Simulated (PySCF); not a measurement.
## Electronic structure of C4H10O3Si in real space

The calculation's input:

```
{"job": {"kind": "nmr", "xc": "PBE0", "basis": "pcSseg-1"}, "charge": 0, "multiplicity": 1}
C      3.043718     0.056430    -0.398138
O      1.844908    -0.383118     0.193276
C      0.873835     0.598532     0.273244
C     -0.443364     0.393296     0.250069
O     -1.147997    -0.764743     0.110250
C     -0.462519    -1.942128    -0.255125
O     -1.265549     1.437591     0.417481
Si    -2.902634     1.306418     0.457612
H      3.747196    -0.770443    -0.316844
H      2.901867     0.312589    -1.454419
H      3.446049     0.930165     0.126674
H      1.223364     1.613872     0.403015
H     -1.220835    -2.723276    -0.284425
H     -0.001861    -1.838881    -1.240988
H      0.308950    -2.193832     0.474141
H     -3.189692     2.719677     0.662270
H     -3.344107     0.457261     1.561222
H     -3.420087     0.796907    -0.810967
```

Run with:

```sh
OMP_NUM_THREADS=1 python probes_run.py task.json out
```

Geometry: GFN2-xTB.

Theory: PBE0/pcSseg-1, SCF density, gas phase, non-relativistic in PySCF.

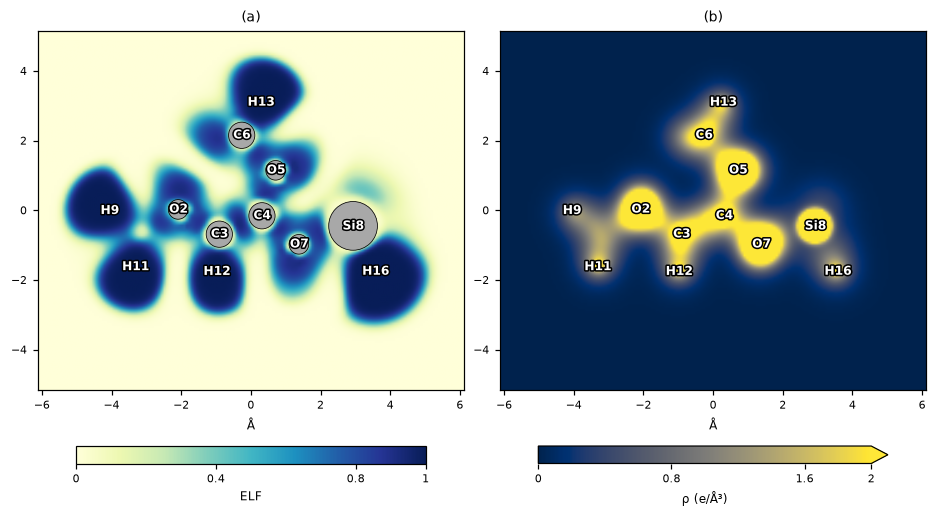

Figure 1. (a) electron localisation function; (b) total electron density on the plane of atoms O7, Si8 and H16. Grey discs cover the atomic cores in the ELF map.

**What do the fields say about this system?**

The plane passes through O, C, Si and H nuclei. C–C (1.33 Å): ρ at the midpoint is about 2.3 e/Å³; the ELF peaks at about 0.95 between the atoms (a short, multiple covalent bond). C–O (1.34 Å): ρ is about 2.4 e/Å³ halfway; the ELF peaks at about 0.90 between the atoms, as expected for a shared but strongly polarised pair. Si–O (1.64 Å): the density is about 1.1 e/Å³ at the midpoint; the ELF peaks at about 0.90 between the atoms; a shared but strongly polarised pair. C–H (1.08 Å): ρ is about 2 e/Å³ halfway; the ELF climbs to about 1 towards the hydrogen, as it does in any bond to H: a covalent bond by its length. C–O (1.38 Å): ρ is about 2.2 e/Å³ halfway, with its minimum of 1.9 e/Å³ about 0.5 Å from C; the ELF peaks at about 0.90 between the atoms; a shared but strongly polarised pair. The ELF also peaks beside O7, O2 and O5, away from the bonds: lone-pair regions.

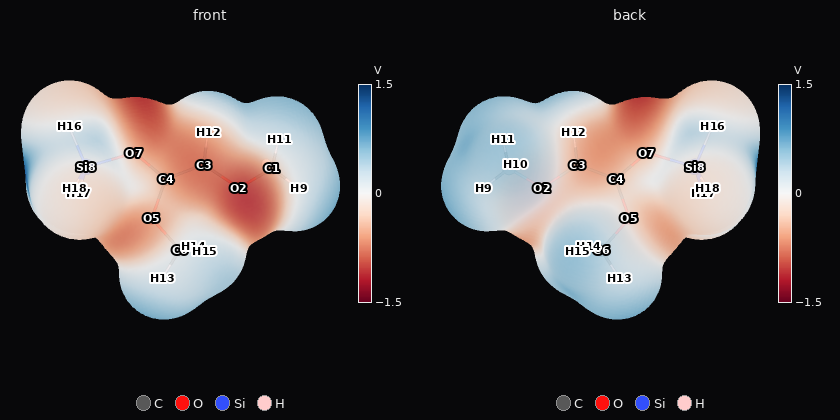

Figure 2. The molecular electrostatic potential painted on the density surface at 0.001 e/bohr³, seen from the front and from behind; the colour scale runs from red (negative) to blue (positive).

**Describe the electrostatic potential map.**

The most negative region (about −1.0 V, or −23 kcal/mol for a unit charge) lies over O2 and O7, the most positive (about +1.0 V, or +23 kcal/mol for a unit charge) over Si8.
